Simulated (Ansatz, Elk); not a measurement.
## MnAg2PbO4: X-ray structure factors from the self-consistent density

Structure refinements treat a crystal as free atoms side by side. For a made-up structure of MnAg2PbO4 (cell and positions from a PBE relaxation) the runs below show what the calculated density changes in F(hkl).

Main program and level: Elk 11.2.3 (patched build); DFT, PBE, all-electron APW+lo, Dirac cores, scalar-relativistic bands, static density, ferromagnetic start.

The structure was built from a prototype and need not be the compound's stable phase.

## 1. Set-up

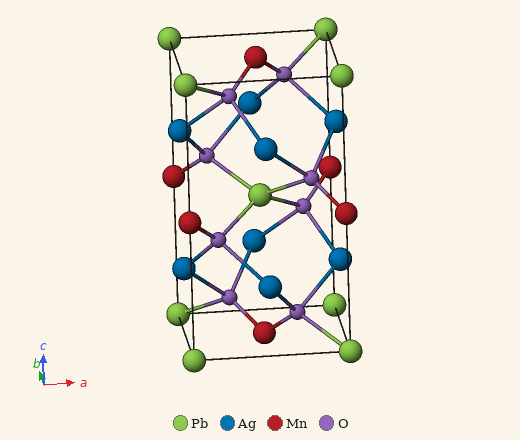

The starting structure, seen slightly off an axis (lead green, silver blue, manganese red, oxygen purple). This picture shows the conventional cell, with its axes. Bonds to atoms that aren't drawn are left out. Some periodic images of atoms are drawn too.

## 2. Ground state and structure factors

An all-electron density is needed, since X-rays see the cores too. Task 0 finds the density and task 195 Fourier-transforms it; tshift is off so that phases refer to the origin typed.

Input file elk.in:

```
tasks
  0
  195
  196

xctype
  20

spinpol
  .true.

rgkmax
  7.0

gmaxvr
  14.0

lmaxo
  7

lmaxapw
  8

swidth
  0.002

tshift
  .false.

ramdisk
  .false.

hmaxvr
  5.5

maxscl
  120

epspot
  1e-06

reducebf
  0.8

sppath
  './'

avec
  -4.95565368410 4.95565368410 9.10082630711
  4.95565368410 -4.95565368410 9.10082630711
  4.95565368410 4.95565368410 -9.10082630711

atoms
  4
  'Pb.in'
  1
  -0.0000000000 -0.0000000000 -0.0000000000   0.000000 0.000000 0.000000
  'Ag.in'
  2
  0.7500000000 0.2500000000 0.5000000000   0.000000 0.000000 0.000000
  0.2500000000 0.7500000000 0.5000000000   0.000000 0.000000 0.000000
  'Mn.in'
  1
  0.5000000000 0.5000000000 -0.0000000000   0.000000 0.000000 -0.095000
  'O.in'
  4
  0.5947597489 0.5947597489 0.3933596759   0.000000 0.000000 0.000000
  0.2014000729 0.2014000729 0.6066403241   0.000000 0.000000 0.000000
  0.7985999271 0.4052402511 0.0000000000   0.000000 0.000000 0.000000
  0.4052402511 0.7985999271 0.0000000000   0.000000 0.000000 0.000000

ngridk
  5 5 5
```

Started as:

```console
> OMP_NUM_THREADS=4 elk
```

Numbers of over 12 decimals in the logs are rounded to 6 here.

Output:

```text
┌─────────────────────────┐
│ Elk code version 11.2.3 │
└─────────────────────────┘

All units are atomic (Hartree, Bohr, etc.)

┌─────────────────────────────────────────────────┐
│ Ground-state run starting from atomic densities │
└─────────────────────────────────────────────────┘

Lattice vectors :
  -4.955653684       4.955653684       9.100826307
   4.955653684      -4.955653684       9.100826307
   4.955653684       4.955653684      -9.100826307

Reciprocal lattice vectors :
 -0.1272931480E-16  0.6339411214      0.3451986169
  0.6339411214     -0.1272931480E-16  0.3451986169
  0.6339411214      0.6339411214     -0.1205572316E-16

Unit cell volume      :    894.0106966
Brillouin zone volume :   0.2774577691

Muffin-tin inner radius fraction :   0.1000000000E-01

Nuclei treated as point charges

Species : 1 (Pb)
 parameters loaded from : Pb.in
 name : lead
 nuclear charge    :   -82.00000000
 electronic charge :    82.00000000
 atomic mass :    377702.4943
 muffin-tin radius :    2.800000000
 number of radial points in muffin-tin :   1393
 inner part over the whole radius :   0.9993555083E-02
 number on inner part of muffin-tin    :   1001
 approximate nuclear radius :   0.1047603524E-03
 number of mesh points to nuclear radius :    525
 atomic positions (lattice), magnetic fields (Cartesian) :
  1 :   0.00000000  0.00000000  0.00000000    0.00000000  0.00000000  0.00000000

Species : 2 (Ag)
 parameters loaded from : Ag.in
 name : silver
 nuclear charge    :   -47.00000000
 electronic charge :    47.00000000
 atomic mass :    196631.6998
 muffin-tin radius :    2.600000000
 number of radial points in muffin-tin :   1193
 inner part over the whole radius :   0.9869554211E-02
 number on inner part of muffin-tin    :    849
 approximate nuclear radius :   0.8648227117E-04
 number of mesh points to nuclear radius :    425
 atomic positions (lattice), magnetic fields (Cartesian) :
  1 :   0.75000000  0.25000000  0.50000000    0.00000000  0.00000000  0.00000000
  2 :   0.25000000  0.75000000  0.50000000    0.00000000  0.00000000  0.00000000

Species : 3 (Mn)
 parameters loaded from : Mn.in
 name : manganese
 nuclear charge    :   -25.00000000
 electronic charge :    25.00000000
 atomic mass :    100145.9370
 muffin-tin radius :    1.870206933
 number of radial points in muffin-tin :    993
 inner part over the whole radius :   0.9916573866E-02
 number on inner part of muffin-tin    :    695
 approximate nuclear radius :   0.7074591925E-04
 number of mesh points to nuclear radius :    335
 atomic positions (lattice), magnetic fields (Cartesian) :
  1 :   0.50000000  0.50000000  0.00000000    0.00000000  0.00000000 -0.09500000

Species : 4 (O)
 parameters loaded from : O.in
 name : oxygen
 nuclear charge    :   -8.000000000
 electronic charge :    8.000000000
 atomic mass :    29165.12205
 muffin-tin radius :    1.402655200
 number of radial points in muffin-tin :    593
 inner part over the whole radius :   0.9760936698E-02
 number on inner part of muffin-tin    :    404
 approximate nuclear radius :   0.5115538663E-04
 number of mesh points to nuclear radius :    176
 atomic positions (lattice), magnetic fields (Cartesian) :
  1 :   0.59475975  0.59475975  0.39335968    0.00000000  0.00000000  0.00000000
  2 :   0.20140007  0.20140007  0.60664032    0.00000000  0.00000000  0.00000000
  3 :   0.79859993  0.40524025  0.00000000    0.00000000  0.00000000  0.00000000
  4 :   0.40524025  0.79859993  0.00000000    0.00000000  0.00000000  0.00000000

Total number of atoms per unit cell :    8
Total muffin-tin volume :    312.8353685
 ratio of muffin-tin to unit cell volume :   0.3499235185

Spin treatment :
 spin-polarised
 global magnetic field (Cartesian) :    0.000000000       0.000000000       0.000000000
 collinear magnetisation in z-direction

Number of Bravais lattice symmetries :   16
Number of crystal symmetries         :    8
Crystal has no inversion symmetry
Complex Hermitian eigensolver will be used

[...]
electron kinetic            :      36970.197359751
 core electron kinetic       :      36261.404489823
 Coulomb                     :     -69217.397611935
 Coulomb potential           :     -56104.673830926
 nuclear-nuclear             :     -2826.0092499568
 electron-nuclear            :     -76729.576313600
 Hartree                     :      10338.187951622
 Madelung                    :     -41165.060696472
 xc potential                :     -1012.4421961867
 xc effective B-field        :    -0.113445
 external B-field            :      0.000000
 exchange                    :     -763.31532292231
 correlation                 :     -12.274202829688
 electron entropic           :    -0.84580049800874E-03
 total energy                :     -33022.790623736
 (external B-field energy excluded from total)

Density of states at Fermi energy :    62.82924228
 (states/Hartree/unit cell)

Estimated indirect band gap :   0.7174393431E-03
 from k-point 19 to k-point 21
Estimated direct band gap   :   0.7511490201E-02
 at k-point 24

Charges :
 core                        :    142.0000000
 valence                     :    91.00000000
 interstitial                :    12.91663088
 muffin-tins (core leakage)
  species : 1 (Pb)
[...]
species : 2 (Ag)
[...]
species : 3 (Mn)
[...]
species : 4 (O)
[...]
total in muffin-tins        :    220.0833691
 total calculated charge     :    232.9987758
 total charge                :    233.0000000
 error                       :   0.1224201707E-02

Moments :
 interstitial                :   0.3946643989
 muffin-tins
  species : 1 (Pb)
[...]
species : 2 (Ag)
[...]
species : 3 (Mn)
[...]
species : 4 (O)
[...]
total in muffin-tins        :    2.358176719
 total moment                :    2.752841117

RMS change in Kohn-Sham potential (target) :   0.5962775608E-06 (  0.1000000000E-05)
Absolute change in total energy (target)   :   0.2514781954E-05 (  0.1000000000E-03)

Convergence targets achieved

┌──────────────────┐
│ Loop number : 23 │
└──────────────────┘

Energies :
 Fermi                       :     0.188417
 sum of occupied eigenvalues :     -20147.032130508
 electron kinetic            :      36970.197363092
 core electron kinetic       :      36261.404495819
 Coulomb                     :     -69217.397605232
 Coulomb potential           :     -56104.673839828
 nuclear-nuclear             :     -2826.0092499568
 electron-nuclear            :     -76729.576290515
 Hartree                     :      10338.187935241
 Madelung                    :     -41165.060685318
 xc potential                :     -1012.4422106347
 xc effective B-field        :    -0.113442
 external B-field            :      0.000000
 exchange                    :     -763.31531950863
 correlation                 :     -12.274203014607
 electron entropic           :    -0.84582219812245E-03
 total energy                :     -33022.790610485
 (external B-field energy excluded from total)

Density of states at Fermi energy :    62.83095564
 (states/Hartree/unit cell)

Estimated indirect band gap :   0.7174690075E-03
 from k-point 19 to k-point 21
Estimated direct band gap   :   0.7511548985E-02
 at k-point 24

Charges :
 core                        :    142.0000000
 valence                     :    91.00000000
 interstitial                :    12.91663177
 muffin-tins (core leakage)
  species : 1 (Pb)
[...]
species : 2 (Ag)
[...]
species : 3 (Mn)
[...]
species : 4 (O)
[...]
atom 2                    :    6.418225002     (  0.9495044884E-06)
   atom 3                    :    6.418225002     (  0.9495044884E-06)
   atom 4                    :    6.418225002     (  0.9495044884E-06)
 total in muffin-tins        :    220.0833682
 total calculated charge     :    232.9987758
 total charge                :    233.0000000
 error                       :   0.1224201709E-02

Moments :
 interstitial                :   0.3946597450
 muffin-tins
  species : 1 (Pb)
[...]
species : 2 (Ag)
[...]
species : 3 (Mn)
[...]
species : 4 (O)
[...]
atom 2                    :   0.2324636443E-01
   atom 3                    :   0.2324636443E-01
   atom 4                    :   0.2324636443E-01
 total in muffin-tins        :    2.358153521
 total moment                :    2.752813266

┌──────────────────────────────┐
│ Self-consistent loop stopped │
└──────────────────────────────┘

Warning : the lowest level lies among the core levels :   -3.158984761      -2.599791781

Warning : core states of species 1 leak from the muffin-tin :   0.1171308677E-02

Wrote STATE.OUT
```

Run time: 14 min. Hardware: 4 threads of Arm Neoverse V1, shared host; peak memory 0.75 GiB; 54 min of CPU time.

SFACRHO.OUT:

```text

h k l indices transformed by vhmat matrix:
   1.000000000       0.000000000       0.000000000    
   0.000000000       1.000000000       0.000000000    
   0.000000000       0.000000000       1.000000000    

      h      k      l  multipl.   |H|            Re(F)            Im(F)           |F|

      0      0      0      1   0.0000000       233.00000     -0.11561776E-15   233.00000    
      1      1     -1      2  0.69039723       20.707837      0.10304155E-09   20.707837    
     -1      0      1      8  0.72183338       46.737313     -0.31429488E-08   46.737313    
     -1      1      0      4  0.89652813       15.133932     -0.38771534E-15   15.133932    
     -2      0      1      4   1.1315525       172.37267       21.834898       173.75011    
      0      2     -1      4   1.1315525       172.37267      -21.834898       173.75011    
      1      2     -2      8   1.2142241       54.196324      0.95960444E-08   54.196324    
     -1      1     -1      4   1.2678822       147.95485      0.10685008E-09   147.95485    
     -2     -2      2      2   1.3807945       143.80709     -0.97007152E-10   143.80709    
      0      2     -2      8   1.4436668       7.4275220     -0.61851475E-08   7.4275220    
      0      1      1      8   1.4589616       54.248738      -7.7013825       54.792672    
     -1      2      0      8   1.4589616       54.248738       7.7013825       54.792672    
      2      2     -3      4   1.6463159       10.763895       9.8654222       14.600959    
      3      1     -2      4   1.6463159       10.763895      -9.8654222       14.600959    
     -3      0      2      8   1.7555243       46.042928      -10.379830       47.198433    
     -2     -1      3      8   1.7555243       46.042928       10.379830       47.198433    
      2     -2      0      4   1.7930563       159.92822      0.11631460E-14   159.92822    
      3      2     -2      8   1.8387315       52.976058      0.43079788E-09   52.976058
```

Elk indexes on the primitive cell of elk.in and gives |H| = 4π sin θ/λ in inverse bohr. Below, one row stands for each form hkl of the conventional cell (m members, Friedel mates merged), F is for one primitive cell and the density is static (no thermal factor). Free-atom factors are Waasmaier and Kirfel's, and R is Σm||F|−|F'||/Σm|F|.

| hkl | m | sin θ/λ (Å⁻¹) | abs F, DFT | neutral atoms | diff. | abs of complex diff. | ions | diff. |
| --- | --- | --- | --- | --- | --- | --- | --- | --- |
| 002 | 2 | 0.104 | 20.708 | 20.490 | +0.218 | 0.218 | 19.639 | +1.069 |
| 101 | 8 | 0.108 | 46.737 | 47.156 | -0.418 | 0.418 | 47.484 | -0.746 |
| 110 | 4 | 0.135 | 15.134 | 15.011 | +0.123 | 0.123 | 13.804 | +1.330 |
| 112 | 8 | 0.170 | 173.750 | 173.962 | -0.212 | 0.932 | 172.939 | +0.811 |
| 103 | 8 | 0.183 | 54.196 | 54.021 | +0.175 | 0.175 | 55.286 | -1.090 |
| 200 | 4 | 0.191 | 147.955 | 148.942 | -0.987 | 0.987 | 146.730 | +1.225 |
| 004 | 2 | 0.208 | 143.807 | 144.677 | -0.870 | 0.870 | 142.977 | +0.830 |
| 202 | 8 | 0.217 | 7.428 | 7.552 | -0.124 | 0.124 | 6.792 | +0.635 |
| 211 | 16 | 0.219 | 54.793 | 54.480 | +0.312 | 0.390 | 55.476 | -0.683 |
| 114 | 8 | 0.248 | 14.601 | 14.328 | +0.273 | 0.391 | 14.140 | +0.461 |
| 213 | 16 | 0.264 | 47.198 | 46.992 | +0.206 | 0.297 | 47.475 | -0.277 |
| 220 | 4 | 0.270 | 159.928 | 159.970 | -0.042 | 0.042 | 159.732 | +0.196 |
| 105 | 8 | 0.277 | 52.976 | 52.741 | +0.235 | 0.235 | 53.176 | -0.200 |
| 204 | 8 | 0.282 | 157.482 | 157.574 | -0.092 | 0.092 | 157.317 | +0.165 |
| 222 | 8 | 0.289 | 16.975 | 16.843 | +0.132 | 0.194 | 16.588 | +0.387 |
| 301 | 8 | 0.291 | 57.965 | 57.729 | +0.237 | 0.237 | 58.035 | -0.070 |
| 310 | 8 | 0.301 | 8.094 | 8.161 | -0.066 | 0.066 | 7.964 | +0.131 |
| 006 | 2 | 0.311 | 0.494 | 0.640 | -0.146 | 0.146 | 0.561 | -0.067 |

The ions are Mn4+, Ag+, Pb2+ and O2−, by formal charge.

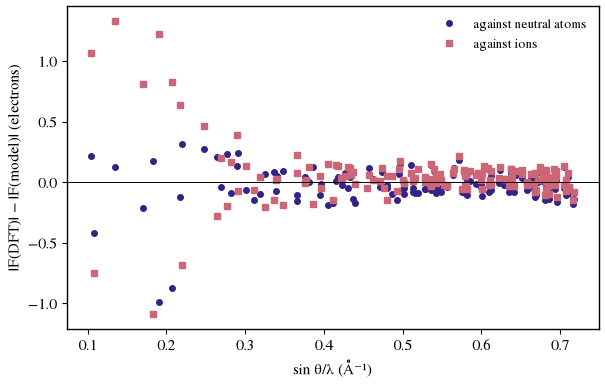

Difference between the calculated structure factors and the independent-atom ones.

## 3. The magnetisation density

The same run holds the spin density, and task 196 transforms it. The order is that of the start, and no other was tried.

SFACMAG_1.OUT:

```text

h k l indices transformed by vhmat matrix:
   1.000000000       0.000000000       0.000000000    
   0.000000000       1.000000000       0.000000000    
   0.000000000       0.000000000       1.000000000    

      h      k      l  multipl.   |H|            Re(F)            Im(F)           |F|

      0      0      0      1   0.0000000       2.7528134      0.10424633E-16   2.7528134    
      1      1     -1      2  0.69039723       2.0011884     -0.40442087E-11   2.0011884    
     -1      0      1      8  0.72183338      -1.9257919     -0.16863743E-10   1.9257919    
     -1      1      0      4  0.89652813       1.8992286      0.24989465E-16   1.8992286    
     -2      0      1      4   1.1315525       1.7064712      0.54217673E-01   1.7073322    
      0      2     -1      4   1.1315525       1.7064712     -0.54217673E-01   1.7073322    
      1      2     -2      8   1.2142241      -1.6342397      0.34019988E-10   1.6342397    
     -1      1     -1      4   1.2678822       1.5729071     -0.12159835E-10   1.5729071    
     -2     -2      2      2   1.3807945       1.3704811      0.14147680E-10   1.3704811    
      0      2     -2      8   1.4436668       1.4271159     -0.26441115E-10   1.4271159    
      0      1      1      8   1.4589616      -1.4337636     -0.29291322E-01   1.4340628    
     -1      2      0      8   1.4589616      -1.4337636      0.29291322E-01   1.4340628    
      2      2     -3      4   1.6463159       1.2506537      0.17085344E-01   1.2507704    
      3      1     -2      4   1.6463159       1.2506537     -0.17085344E-01   1.2507704    
     -3      0      2      8   1.7555243      -1.2191602      0.91045734E-02   1.2191941    
     -2     -1      3      8   1.7555243      -1.2191602     -0.91045733E-02   1.2191941
```

The total moment is 2.75 μB a cell; sphere moments: Pb1 +0.10, Ag2 +0.04, Ag3 +0.04, Mn4 +2.09, O5 +0.02, O6 +0.02, O7 +0.02, O8 +0.02 μB. Polarised neutrons measure spin and orbital magnetisation together; without spin-orbit coupling the run gives the spin part:

| hkl | sin θ/λ (Å⁻¹) | abs F_M (μB) |
| --- | --- | --- |
| 002 | 0.104 | 2.001 |
| 101 | 0.108 | 1.926 |
| 110 | 0.135 | 1.899 |
| 112 | 0.170 | 1.707 |
| 103 | 0.183 | 1.634 |
| 200 | 0.191 | 1.573 |
| 004 | 0.208 | 1.371 |
| 202 | 0.217 | 1.427 |
| 211 | 0.219 | 1.434 |
| 114 | 0.248 | 1.251 |
| 213 | 0.264 | 1.219 |
| 220 | 0.270 | 1.184 |
| 105 | 0.277 | 1.130 |
| 204 | 0.282 | 1.097 |

## 4. The highest occupied states alone

An energy window below the Fermi level keeps the highest occupied states, to see at which angles they scatter; shallow core shells can lie inside it and anion s states outside. No new self-consistency is needed.

Edit elk.in of step 2 so:

```diff
@@ -1,5 +1,3 @@
 tasks
-  0
   195
-  196
 
@@ -44,2 +42,5 @@
 
+wsfac
+  -0.362820 0.488420
+
 sppath
```

Started as:

```console
> OMP_NUM_THREADS=4 elk
```

Output:

```text
┌─────────────────────────────────┐
│ Elk code version 11.2.3 started │
└─────────────────────────────────┘

Info(readinput): the functional depends on the density's gradient
 muffin-tin radial points multiplied by    2.00000
 (not where nrmtscf is given)

┌────────────────────┐
│ Current task : 195 │
└────────────────────┘
Info(checkmt): changed muffin-tin radius of species 3 (Mn) from   2.4000 to   1.8702
Info(checkmt): changed muffin-tin radius of species 4 (O) from   1.8000 to   1.4027

Info(sfacrho): density structure factors written to SFACRHO.OUT

 Energy window :  -0.3628200000      0.4884200000

┌──────────────────┐
│ Elk code stopped │
└──────────────────┘
```

The job ended after 30 s (4 threads; peak memory 0.43 GiB).

States within 15 eV below the Fermi level hold 49.00 electrons; any levels below the window count with the cores. Their amplitudes can exceed the total, where window and core parts have opposite phase:

| hkl | sin θ/λ (Å⁻¹) | abs F, window | abs F, all |
| --- | --- | --- | --- |
| 002 | 0.104 | 6.306 | 20.708 |
| 101 | 0.108 | 6.894 | 46.737 |
| 110 | 0.135 | 8.125 | 15.134 |
| 112 | 0.170 | 19.633 | 173.750 |
| 103 | 0.183 | 1.446 | 54.196 |
| 200 | 0.191 | 5.417 | 147.955 |
| 004 | 0.208 | 4.069 | 143.807 |
| 202 | 0.217 | 8.419 | 7.428 |
| 211 | 0.219 | 3.424 | 54.793 |
| 114 | 0.248 | 6.979 | 14.601 |

(Continued in part 2 of 2.)

[Logs are printed without paths, hosts, clocks, repeated set-up lines and the standing remarks that a program may print on its own settings, such as how far it seeks lower states.]

[Hosts, paths, dates, database ids (printed as entryN), source tags and the programs' standing remarks are cut or masked in the printed files.]
